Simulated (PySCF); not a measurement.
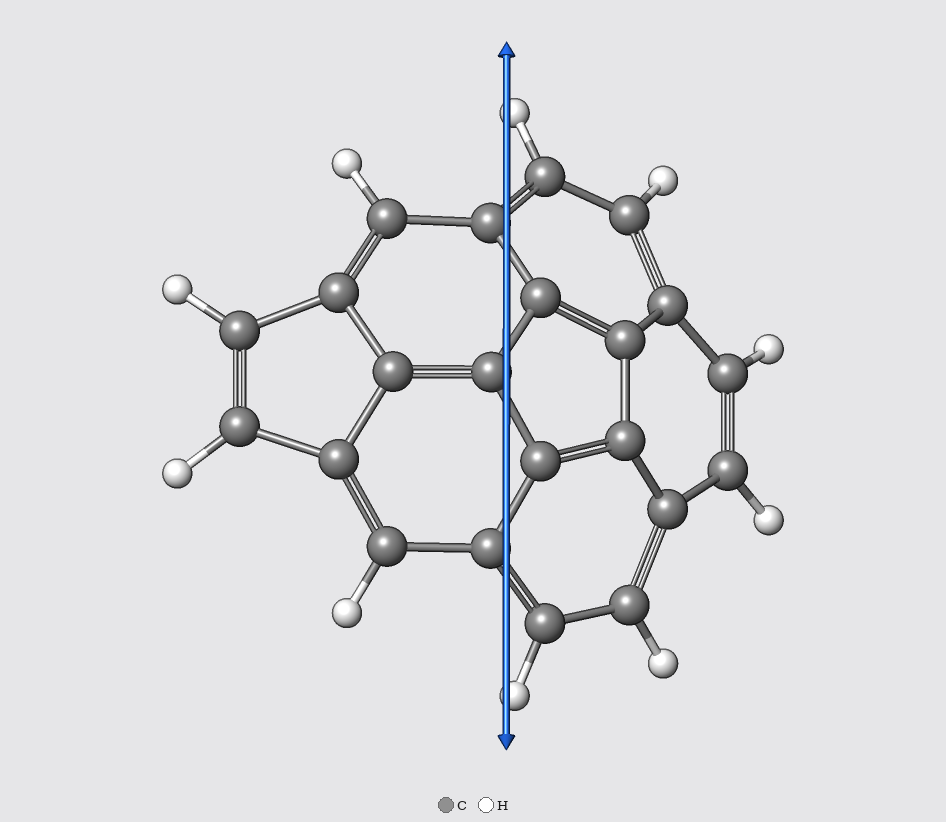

The double arrow shows the direction of the transition dipole to excited singlet state 3 (its length means nothing). The geometry was computed by an optimisation with GFN2-xTB. No frequency run is at hand to confirm it as a minimum. Properties computed with TDA B3LYP/6-31G*, vertical, gas phase, core orbitals frozen in the response, virtual orbitals cut by energy (PySCF 2.14.0).

**Give its energy, strength and character.**

3.38 eV (367 nm), oscillator strength 0.030, mainly HOMO−2 → LUMO (weight 0.85); transition dipole 1.53 D.
